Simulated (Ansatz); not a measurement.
Geometry relaxation, with input and output: Al₂NH₇O (part 2 of 2)

Al₂NH₇O; RHF/6-31G* (Ansatz 0.2.0). It belongs to a series of runs on one base structure; here: end point A relaxed.

Geometry of the input (Å):
```
Al 0.0898  -0.1385  -0.0837
H  -0.0705  -0.3493  1.4592
H  1.2808  -0.4952  -1.0411
N  -1.4440  0.6857  -0.7818
H  -2.2928  0.1616  -0.6721
H  -1.3854  0.9695  -1.7415
O  -0.4992  2.2448  1.5552
Al -1.8272  2.3943  0.4178
H  -3.2825  1.9963  0.9610
H  -1.6624  3.5961  -0.6159
H  -0.4512  1.4029  2.0411
```

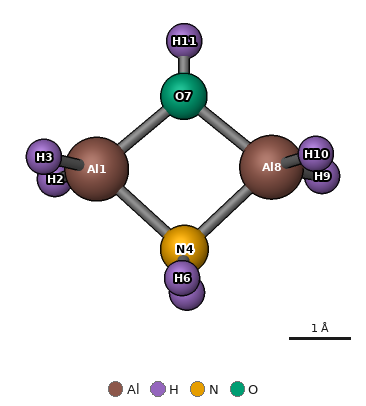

Fig. 1: The geometry at step 9 of the log (ball-and-stick view, seen at a tilt; atoms are numbered from 1 in the order of the input).

Trajectory as extended XYZ, continued:
```
11
Properties=species:S:1:pos:R:3:forces:R:3 step=5 energy=-16798.31213
Al    0.0292    0.2340    0.2373    0.5169  -1.7936  -0.3628
H    -0.1774   -0.8344    1.4332   -0.1153   0.0280  -0.2893
H     1.2311   -0.0425   -0.7860   -0.0074   0.3816   0.2129
N    -1.5396    0.6896   -0.8152   -0.4967   0.4944  -0.1368
H    -2.3281    0.0693   -0.7448    0.0565  -0.0778  -0.0625
H    -1.3925    0.8737   -1.7951    0.0649  -0.2181   0.1150
O    -0.2619    1.7673    1.1265   -0.7897   1.2670   1.1358
Al   -1.8515    2.3396    0.2517   -0.1592  -0.2756  -0.3784
H    -3.1644    2.0872    1.1434    0.3546   0.1099   0.0683
H    -1.6612    3.6569   -0.6147    0.0728  -0.0495   0.1124
H    -0.4282    1.6274    2.0622    0.5025   0.1336  -0.4145
11
Properties=species:S:1:pos:R:3:forces:R:3 step=6 energy=-16798.50734
Al    0.0173    0.2039    0.2419    0.1112  -0.5431  -0.3079
H    -0.2570   -0.9192    1.3255   -0.0508  -0.1544   0.0214
H     1.2726    0.1414   -0.7206    0.0850   0.1245   0.0472
N    -1.5750    0.6648   -0.8183   -0.1513   0.2203   0.1335
H    -2.3493    0.0261   -0.7405    0.0763   0.0061  -0.0031
H    -1.4164    0.8151   -1.7988    0.0463  -0.0624  -0.0152
O    -0.2851    1.7832    1.1447   -0.3631   0.3222   0.4012
Al   -1.8419    2.3254    0.2345   -0.0027  -0.1580  -0.2660
H    -3.0829    2.1434    1.2000   -0.0382   0.0398   0.1208
H    -1.6122    3.6099   -0.6531    0.0263   0.0756  -0.0176
H    -0.4146    1.6743    2.0830    0.2610   0.1294  -0.1143
11
Properties=species:S:1:pos:R:3:forces:R:3 step=7 energy=-16798.55631
Al   -0.0124    0.1483    0.2280    0.2837   0.2103   0.2229
H    -0.3317   -1.0632    1.2087   -0.0292   0.0052  -0.0240
H     1.3460    0.2402   -0.5878   -0.0866  -0.0888  -0.0942
N    -1.5911    0.6632   -0.8130   -0.0390  -0.1252  -0.2084
H    -2.3471    0.0071   -0.7377   -0.0649  -0.0935  -0.0305
H    -1.4188    0.7993   -1.7938   -0.0338   0.0247  -0.0227
O    -0.3123    1.7816    1.1196   -0.2242  -0.2818   0.1607
Al   -1.8791    2.2991    0.2131    0.2714   0.3244   0.2413
H    -3.0732    2.1961    1.2547   -0.0988  -0.0585  -0.0614
H    -1.6259    3.5957   -0.6634   -0.0678  -0.0229  -0.0597
H    -0.2988    1.8008    2.0700    0.0891   0.1060  -0.1240
11
Properties=species:S:1:pos:R:3:forces:R:3 step=8 energy=-16798.59654
Al   -0.0138    0.1353    0.2563   -0.0123  -0.0261  -0.0570
H    -0.3343   -1.1049    1.2002    0.0020   0.0255   0.0016
H     1.3168    0.2004   -0.6056    0.0063   0.0036   0.0097
N    -1.5853    0.6650   -0.8127   -0.0183  -0.0345   0.0950
H    -2.3439    0.0054   -0.7729    0.0149   0.0176   0.0241
H    -1.3962    0.8251   -1.7856    0.0337   0.0297  -0.0545
O    -0.3553    1.7409    1.1507    0.0835   0.0475   0.5398
Al   -1.8892    2.3014    0.2449   -0.0583   0.0023  -0.0496
H    -3.1634    2.1719    1.1899    0.0260  -0.0034  -0.0077
H    -1.6354    3.5998   -0.6308    0.0106   0.0122   0.0120
H    -0.1445    1.9279    2.0643   -0.0881  -0.0743  -0.5134
11
Properties=species:S:1:pos:R:3:forces:R:3 step=9 energy=-16798.60561
Al   -0.0245    0.1195    0.2618    0.0004   0.0061   0.0292
H    -0.3340   -1.1469    1.1706   -0.0015  -0.0043  -0.0040
H     1.3185    0.2235   -0.5782    0.0055   0.0045  -0.0028
N    -1.5902    0.6600   -0.8033    0.0054   0.0094   0.0035
H    -2.3494    0.0019   -0.7743   -0.0145  -0.0120   0.0059
H    -1.3900    0.8287   -1.7736    0.0052   0.0045  -0.0171
O    -0.3991    1.7022    1.1799    0.0127   0.0168   0.0485
Al   -1.9072    2.2934    0.2510    0.0073  -0.0051   0.0214
H    -3.2089    2.1741    1.1547   -0.0054  -0.0011  -0.0047
H    -1.6078    3.6019   -0.5963    0.0038   0.0055  -0.0022
H    -0.0518    2.0097    2.0062   -0.0187  -0.0243  -0.0777
11
Properties=species:S:1:pos:R:3:forces:R:3 step=10 energy=-16798.60656
Al   -0.0286    0.1149    0.2676   -0.0017   0.0060  -0.0025
H    -0.3385   -1.1629    1.1594    0.0000  -0.0021   0.0000
H     1.3196    0.2335   -0.5636    0.0014   0.0009   0.0026
N    -1.5920    0.6587   -0.8007   -0.0051  -0.0056   0.0001
H    -2.3517    0.0006   -0.7758   -0.0002   0.0003  -0.0009
H    -1.3881    0.8301   -1.7702    0.0009   0.0010   0.0017
O    -0.4124    1.6911    1.1899    0.0008  -0.0056   0.0031
Al   -1.9126    2.2900    0.2561    0.0032  -0.0001  -0.0028
H    -3.2262    2.1713    1.1419   -0.0020   0.0002  -0.0005
H    -1.5983    3.6024   -0.5816    0.0007   0.0011   0.0025
H    -0.0156    2.0383    1.9755    0.0022   0.0039  -0.0033
11
Properties=species:S:1:pos:R:3:forces:R:3 step=11 energy=-16798.60210 accepted=F
Al   -0.0339    0.1098    0.2716    0.0071  -0.0011  -0.0022
H    -0.3415   -1.1818    1.1442   -0.0001   0.0017  -0.0013
H     1.3222    0.2466   -0.5461   -0.0112   0.0013   0.0029
N    -1.5958    0.6557   -0.7981   -0.0043  -0.0110  -0.0162
H    -2.3560   -0.0024   -0.7779    0.0083   0.0067  -0.0038
H    -1.3881    0.8302   -1.7666   -0.0046  -0.0029   0.0122
O    -0.4295    1.6766    1.2034    0.3609   0.2989   0.5690
Al   -1.9183    2.2855    0.2599   -0.0065   0.0148  -0.0004
H    -3.2449    2.1709    1.1263    0.0001  -0.0009  -0.0006
H    -1.5860    3.6029   -0.5648    0.0013  -0.0087   0.0021
H     0.0274    2.0742    1.9465   -0.3510  -0.2988  -0.5618
11
Properties=species:S:1:pos:R:3:forces:R:3 step=12 energy=-16798.60665
Al   -0.0297    0.1142    0.2682    0.0006  -0.0029   0.0032
H    -0.3391   -1.1663    1.1562   -0.0005  -0.0014  -0.0004
H     1.3213    0.2363   -0.5584   -0.0030   0.0019  -0.0014
N    -1.5936    0.6574   -0.8000    0.0045   0.0023  -0.0038
H    -2.3535   -0.0007   -0.7763    0.0035   0.0034   0.0014
H    -1.3889    0.8298   -1.7692   -0.0005  -0.0012   0.0014
O    -0.4152    1.6885    1.1925   -0.0224  -0.0232  -0.0388
Al   -1.9133    2.2891    0.2567   -0.0052   0.0030   0.0036
H    -3.2301    2.1707    1.1379   -0.0005   0.0001   0.0002
H    -1.5952    3.6038   -0.5762    0.0014  -0.0033  -0.0013
H    -0.0073    2.0452    1.9671    0.0219   0.0213   0.0360
11
Properties=species:S:1:pos:R:3:forces:R:3 step=13 energy=-16798.60677
Al   -0.0311    0.1128    0.2698   -0.0001  -0.0008   0.0000
H    -0.3383   -1.1726    1.1515   -0.0002  -0.0004  -0.0005
H     1.3201    0.2423   -0.5553   -0.0002   0.0009   0.0001
N    -1.5943    0.6567   -0.7987    0.0017   0.0009   0.0014
H    -2.3542   -0.0013   -0.7762   -0.0007  -0.0006  -0.0006
H    -1.3886    0.8298   -1.7675   -0.0004  -0.0004   0.0001
O    -0.4210    1.6834    1.1981   -0.0006  -0.0002   0.0005
Al   -1.9150    2.2880    0.2583   -0.0007  -0.0003   0.0001
H    -3.2358    2.1726    1.1337   -0.0004   0.0002  -0.0003
H    -1.5895    3.6018   -0.5732    0.0008  -0.0002   0.0004
H     0.0031    2.0547    1.9581    0.0008   0.0008  -0.0012
```

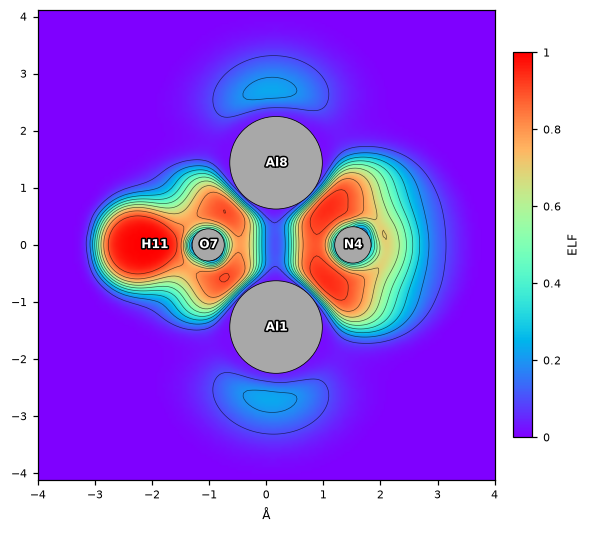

Fig. 2: ELF on the plane of atoms N4, Al1 and O7. Grey discs, where drawn, cover atomic cores. The section cuts through Al, N, O and H sites. Al–O (1.87 Å): the ELF peaks at about 0.90 in the valence shell of O, 0.6 Å from its nucleus, and is about 0.45 at the midpoint. Al–N (1.97 Å): the ELF peaks at about 0.95 between the atoms (a shared but strongly polarised pair).

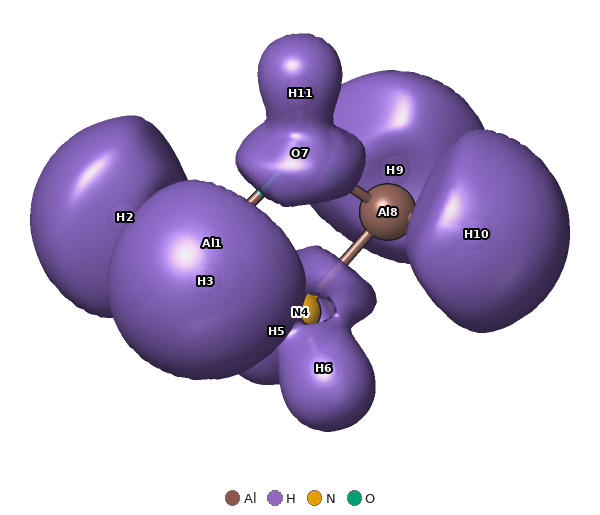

Fig. 3: Isosurface of the ELF at 0.75 (purple), seen at an oblique angle. Core shells and regions of very low density are left out. Along the contacts the grid gives the following. Al–O (1.87 Å): the ELF peaks at about 0.90 in the valence shell of O, 0.6 Å from its nucleus, and is about 0.45 at the midpoint.

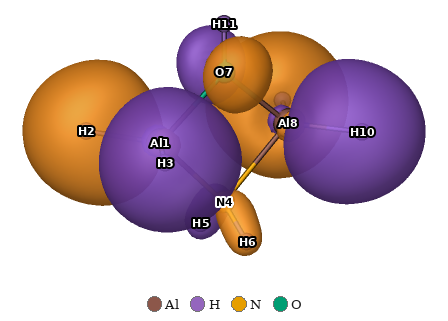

Fig. 4: One frontier orbital at ±0.06 Å⁻³ᐟ² (orange and purple are the two phases), seen at a tilt. The HOMO, at −10.91 eV. Its weight (Hirshfeld) is mainly on Al1 (15 %), Al8 (15 %), H2 (15 %), H3 (15 %) and H9 (15 %).

Results in brief:

```tsv
quantity	value
outcome	converged
total energy	−16798.6068 eV
mean-field energy	−16798.6068 eV
largest force (length of the vector) at the end	0.002 eV/Å
hardware	1 thread of AMD EPYC (Zen 3), 32 GiB of memory available, shared host
wall time	27 s
peak memory	0.16 GiB
```
